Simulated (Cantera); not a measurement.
Feed: 1 mol Si, 2.7 mol SF6, held at 22.0 Pa.

Method: chemical equilibrium by Gibbs-energy minimisation in Cantera with the NASA 1993 tables (ideal gas, pure condensed phases). Candidate condensed phases: S, Si; 21 gas species. The tables' values for SF3, SF5 are old estimates; treat these amounts as uncertain. Equilibrium is a limit: real reactors are often held back by kinetics, nucleation or transport.

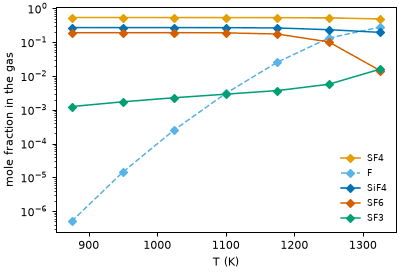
*Equilibrium gas composition (values under 1e-9 drawn at 1e-9)*

### Question
Read off the mole fractions at 1325 K.

### Answer
SF4 about 0.49, F about 0.28, SiF4 about 0.20, SF3 about 0.016, SF6 about 0.014.
